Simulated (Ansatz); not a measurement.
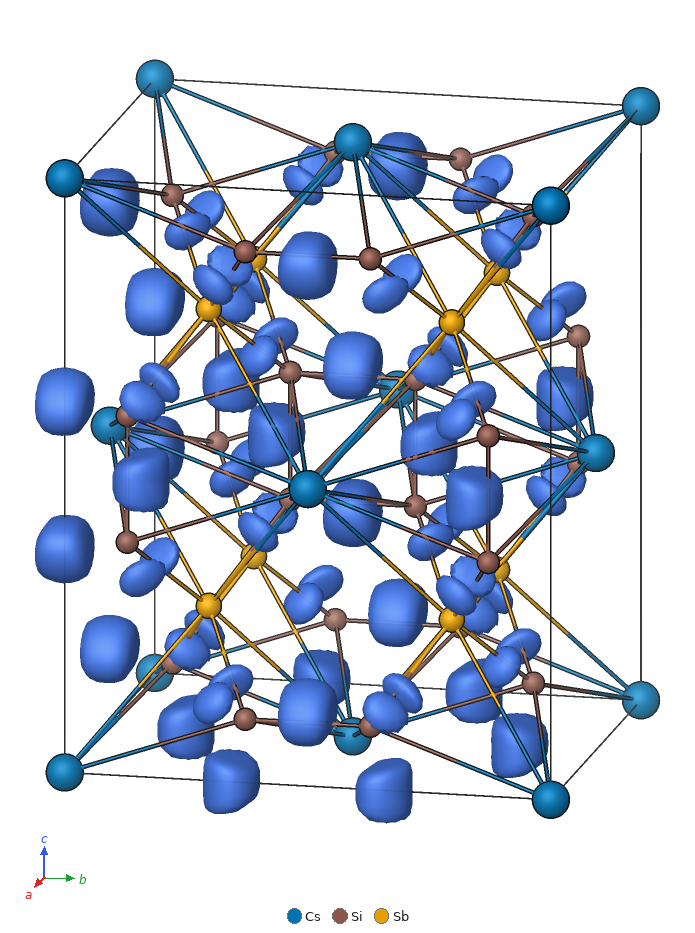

CsSi4Sb2. Isosurface of the electron localisation function at 0.8 (blue), seen slightly off an axis. Only the valence region is drawn (cores and ρ < 0.01 e/Å³ removed). Sticks mark near contacts.

Space group Fmmm; a generated structure, not necessarily the stable one; changed on purpose from its base cell (volume × 0.88, shape and atoms relaxed); computed pressure about 6 GPa in this cell; computed without spin polarisation.

Computed with Ansatz, DFT PBE, scalar-relativistic, plane waves, PAW.

In a PAW calculation such maps are meaningful between the atoms, not at the nuclei.

```
CELL_PARAMETERS angstrom
0.00000 0.00000 7.27244
-8.84958 0.00000 0.00000
0.00000 -10.89395 0.00000
ATOMIC_POSITIONS crystal
Cs 0.00000 0.50000 0.50000
Cs 0.00000 0.00000 0.00000
Cs 0.50000 0.00000 0.50000
Cs 0.50000 0.50000 0.00000
Si 0.00000 0.12862 0.60657
Si 0.00000 0.62862 0.10657
Si 0.50000 0.62862 0.60657
Si 0.50000 0.12862 0.10657
Si 0.00000 0.37138 0.89343
Si 0.00000 0.87138 0.39343
Si 0.50000 0.87138 0.89343
Si 0.50000 0.37138 0.39343
Si 0.00000 0.87138 0.60657
Si 0.00000 0.37138 0.10657
Si 0.50000 0.37138 0.60657
Si 0.50000 0.87138 0.10657
Si 0.00000 0.62862 0.89343
Si 0.00000 0.12862 0.39343
Si 0.50000 0.12862 0.89343
Si 0.50000 0.62862 0.39343
Sb 0.25000 0.25000 0.75000
Sb 0.25000 0.75000 0.25000
Sb 0.75000 0.75000 0.75000
Sb 0.75000 0.25000 0.25000
Sb 0.25000 0.75000 0.75000
Sb 0.25000 0.25000 0.25000
Sb 0.75000 0.25000 0.75000
Sb 0.75000 0.75000 0.25000
```

Question: What do the ELF domains correspond to?

Answer: At this value the surface marks out 16 regions between bonded Si–Si atoms and 32 lobes of the valence shell of Si pointing towards Sb (polar bonds), counted in one cell of 28 atoms. Regions shared between cells count once.

Values along the shortest contacts:
Si–Si (2.28 Å): the ELF peaks at about 0.95 between the atoms. Si–Sb (2.63 Å): the ELF peaks at about 0.85 in the valence shell of Si, 1.0 Å from its nucleus, and is about 0.75 at the midpoint.
